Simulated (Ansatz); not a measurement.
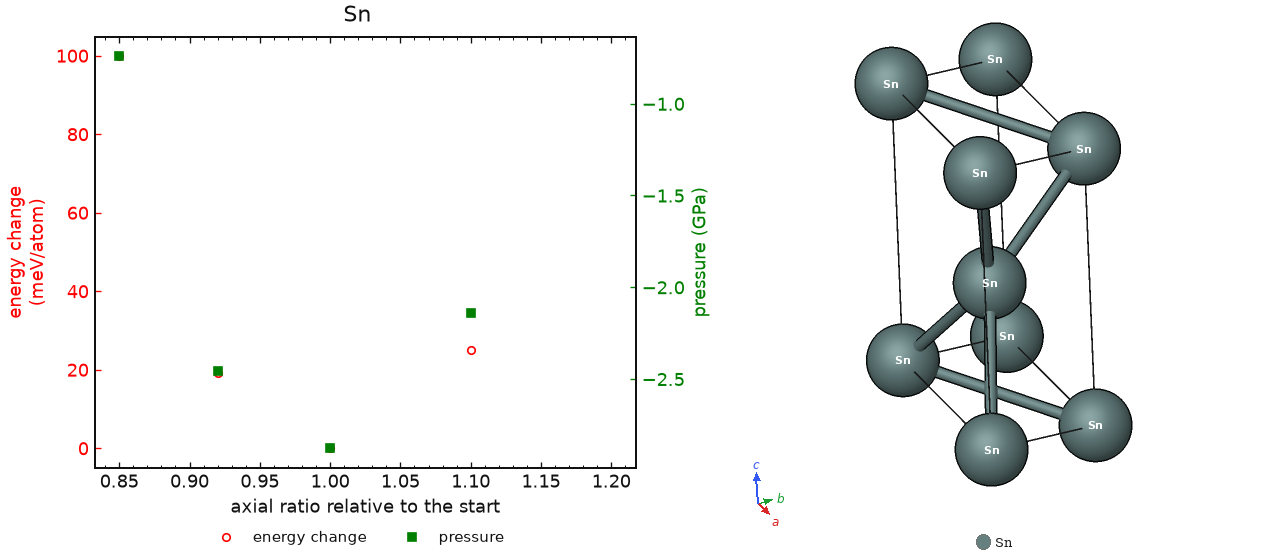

The plot gives the computed energy change and pressure against relative axial ratio for Sn, space group I4_1/amd (No. 141). The cell is drawn beside the plot.

Structure:
```yaml
crystal:
  lattice:
    - [-2.94014, 2.94014, 1.59930]
    - [2.94014, -2.94014, 1.59930]
    - [2.94014, 2.94014, -1.59930]
  atoms:
    - { symbol: Sn, position: [0.75000, 0.25000, 0.50000] }
    - { symbol: Sn, position: [0.00000, 0.00000, 0.00000] }
```

Computed with Ansatz 0.2.0: deformation of a crystal at fixed volume, lengths along the axis scaled against those across it, fractional coordinates fixed, by plane-wave density functional theory with PAW datasets, free energies less that of the undisturbed cell, pressure positive in compression; scalar-relativistic. Level: LDA, no spin polarisation.

wave cutoff 420 eV; k mesh 18×18×18; occupations Gaussian; smearing width 0.15 eV; k shift (0, 0, 0) (mesh steps); start as given; path tetragonal; axis direction (0, 0, 1) (Cartesian unit vector).

The point at relative axial ratio 1.20 is left out of the plot. What does the calculation give there?

```tsv
axial ratio relative to the start	energy change (meV/atom)	pressure (GPa)
1.20	76.15	-0.636
```

Note: reference crystal is not relaxed; shape and atomic fractions are frozen while scaling, which makes layered, chain and framework solids too stiff.
